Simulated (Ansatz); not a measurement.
# C2H6Zn···H2: what the fields show

Input

```
crystal:
  periodic: [false, false, false]
  atoms:
    - {symbol: Zn, position_ang: [0.082342, -0.271353, 0.498898]}
    - {symbol: C, position_ang: [0.906759, 1.246508, 1.387831]}
    - {symbol: C, position_ang: [-0.741457, -1.792793, -0.385766]}
    - {symbol: H, position_ang: [-0.223154, 1.559073, -2.165887]}
    - {symbol: H, position_ang: [-0.520044, 0.895113, -2.336688]}
    - {symbol: H, position_ang: [1.953149, 1.356553, 1.090165]}
    - {symbol: H, position_ang: [0.389541, 2.176732, 1.137186]}
    - {symbol: H, position_ang: [0.880057, 1.133173, 2.474861]}
    - {symbol: H, position_ang: [-0.783563, -2.663122, 0.274416]}
    - {symbol: H, position_ang: [-1.764059, -1.560485, -0.695950]}
    - {symbol: H, position_ang: [-0.179369, -2.079401, -1.278966]}
basis:
  gaussian: {orbitals: def2-TZVPP}
hamiltonian: {xc: pbe0, dispersion: d4}
output: {orbitals: {seedname: orbitals}}
```

Command:

```sh
ansatz run in.yaml --threads 8 --pin off --events-out ev --progress --plain --max-ram 19148MiB
```

The reactant side of a reaction path; geometry: PBE0-D4/def2-TZVP.

All numbers below come from RKS PBE0-D4/def2-TZVPP in Ansatz 0.2.0.

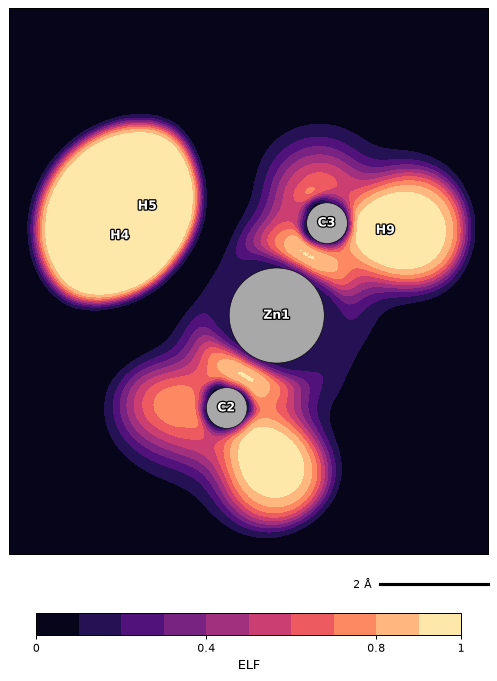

Figure 1. ELF on the plane of atoms Zn1, C3 and H9. Grey discs cover the atomic cores.

**What does the map show?**

- The plane passes through Zn, C and H nuclei.
- Zn1···H5 (3.12 Å): the ELF dips to about 0 between them (a non-bonded, intermolecular contact).
- C–Zn (1.94 Å): the ELF peaks at about 0.90 in the valence shell of C, 0.7 Å from its nucleus, and is about 0.45 at the midpoint.
- H–H (0.75 Å): the ELF peaks at about 1 between the atoms.
- C–H (1.09 Å): the ELF climbs to about 1 towards the hydrogen, as it does in any bond to H (an ordinary covalent bond to hydrogen).

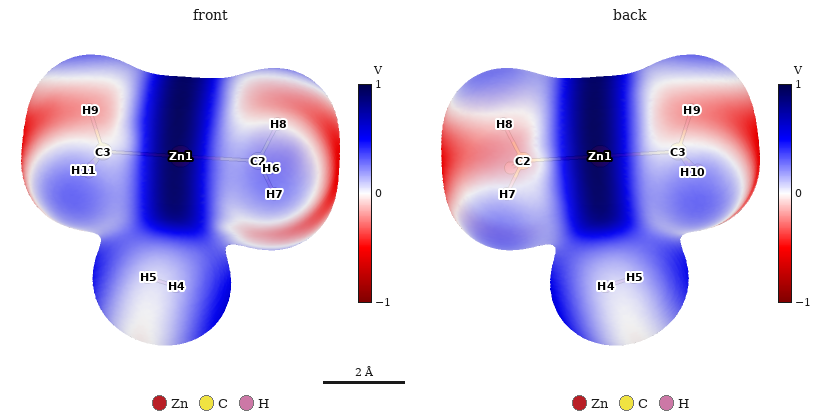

Figure 2. The electrostatic potential painted on the density surface at 0.001 e/bohr³, seen from the front and from behind; red is negative and blue positive.

**Which sites attract a positive test charge, and which a negative one?**

A positive charge is drawn to the negative regions and a negative charge to the positive ones. The most negative region (about −0.5 V, or −12 kcal/mol for a unit charge) lies over C2 and C3, the most positive (about +0.9 V, or +21 kcal/mol for a unit charge) over Zn1.

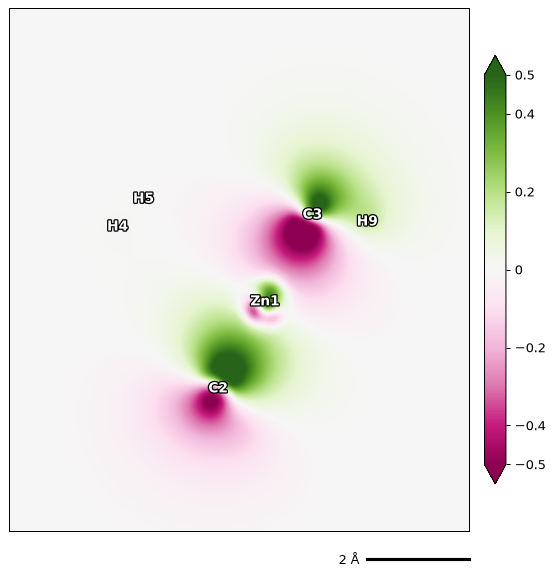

Figure 3. The HOMO on the plane of atoms Zn1, C3 and H9 (values in Å⁻³ᐟ²; the overall sign is arbitrary).

**What is the character of this orbital?**

It lies mainly on C2 (about 30 %), C3 (about 30 %) and Zn1 (about 20 %). Its energy is −7.12 eV.

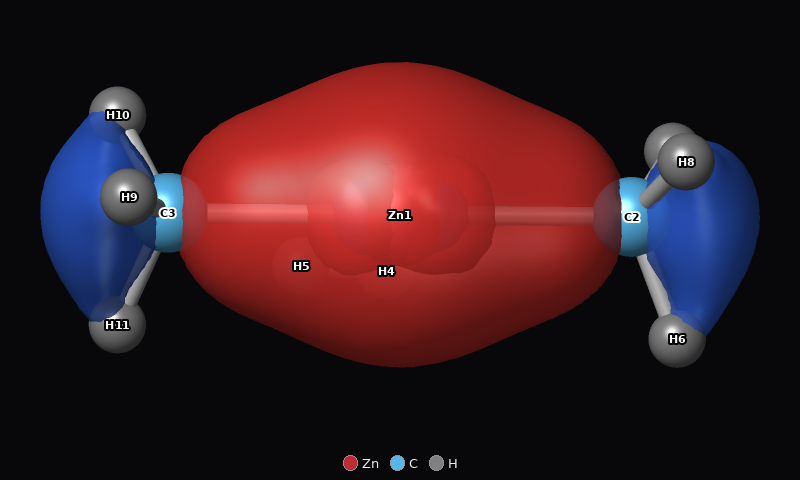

Figure 4. The HOMO−1 at ±0.15 Å⁻³ᐟ² (blue and red are the two phases), seen from one side.

**Describe this orbital and give its energy.**

Its weight (Hirshfeld) is mainly on Zn1 (about 50 %), C3 (about 20 %) and C2 (about 20 %). Its energy is −8.75 eV.
